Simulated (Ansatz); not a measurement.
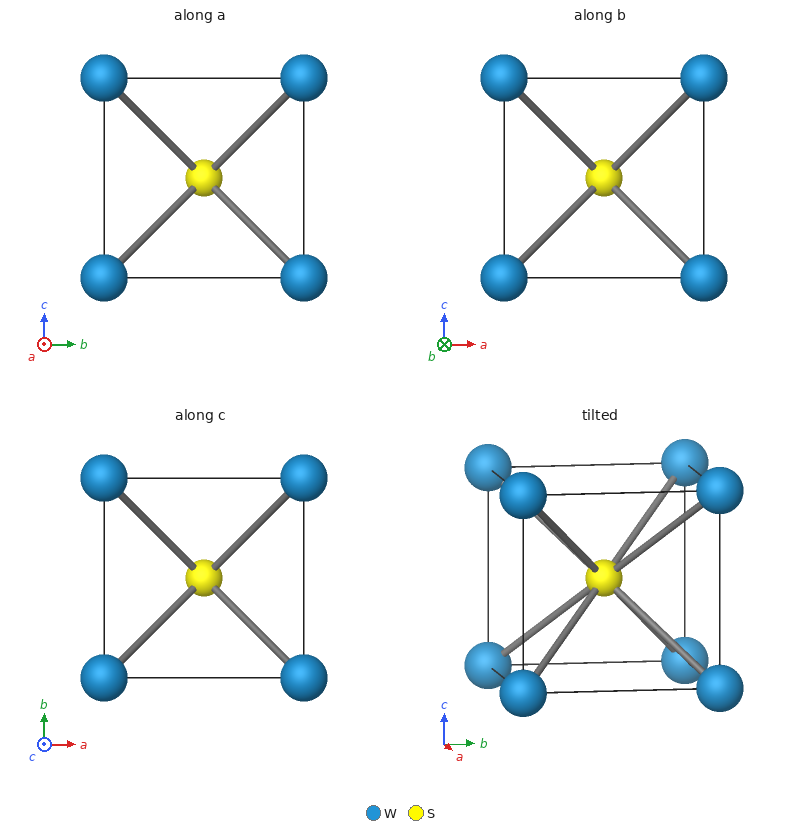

The crystal in a ball-and-stick representation, seen along the a axis, along the b axis, along the c axis and slightly off an axis. The parallelepiped is the conventional unit cell.

Lattice parameters: a = 3.008 Å, b = 3.008 Å, c = 3.008 Å, α = 90.00°, β = 90.00°, γ = 90.00°. Put a along x and b in the xy plane.

Question: Reconstruct the structure as a POSCAR file.

Answer:
```
W S
1.0
     3.008    0.000    0.000
     0.000    3.008    0.000
     0.000    0.000    3.008
W S
1 1
Direct
  0.0000 0.0000 0.0000
  0.5000 0.5000 0.5000
```

The structure comes from a structure type filled with these elements by a generator (whether the compound takes this form wasn't checked). Earlier steps of the study may have refined or changed the cell and positions. An electronic-structure calculation with Ansatz was run on it.
